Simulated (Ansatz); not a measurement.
**Dissociation curves of HOI (hypoiodous acid)**

HOI: 3 atoms, total charge 0, spin state singlet. SMILES: `OI`. The coordinates come from a PBE0-D4/def2-TZVP relaxation.

| atom | x (Å) | y (Å) | z (Å) |
| --- | --- | --- | --- |
| O | -0.3762 | -0.4676 | -0.2534 |
| I | 1.2471 | 0.1302 | 0.6970 |
| H | -0.8709 | 0.3375 | -0.4436 |

The O1–H3 distance is scanned; the parts on either side stay rigid. Basis STO-3G, 19 core orbitals frozen in the correlated methods; program Ansatz 0.2.0. FCI is exact within this basis and core. Energies in eV from each method's value at 0.964 Å; methods without a U are spin-restricted. The shape above is that at 0.964 Å.

```csv
distance (Å),BLYP,BHLYP,wB97M-V,CCSD(T),CCSDTQ,FCI
0.960,0.07,0.05,0.06,0.06,0.06,0.06
0.964,0.00,0.00,0.00,0.00,0.00,0.00
1.200,0.23,0.63,0.48,0.36,0.36,0.36
1.205,0.19,0.62,0.46,0.33,0.33,0.33
1.440,1.42,2.31,2.00,1.58,1.57,1.57
1.446,1.41,2.32,2.00,1.56,1.55,1.55
1.920,3.75,5.55,5.04,3.25,3.23,3.23
1.928,3.76,5.58,5.06,3.23,3.22,3.22
2.400,5.15,7.54,7.02,3.58,3.67,3.67
2.410,5.15,7.56,7.04,3.56,3.64,3.64
```

Departure from the FCI curve at its largest: BLYP +1.51 eV at 2.41 Å; BHLYP +3.92 eV at 2.41 Å; wB97M-V +3.40 eV at 2.41 Å; CCSD(T) -0.08 eV at 2.41 Å; CCSDTQ within 0.005 eV. A jump in BLYP, BHLYP, wB97M-V, CCSD(T), CCSDTQ shows that the solution changed state along the way. Restricted functionals keep the electrons paired too, and rise too high.

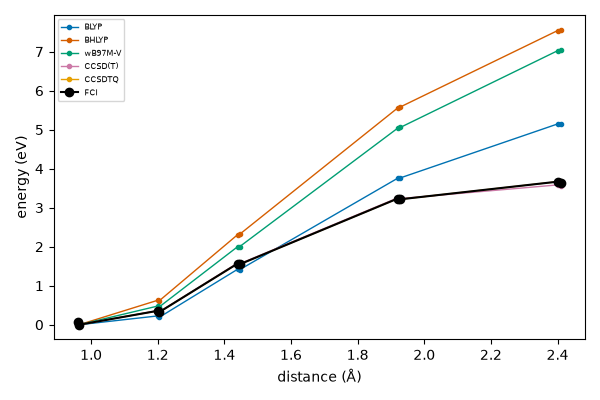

The curves of the table.
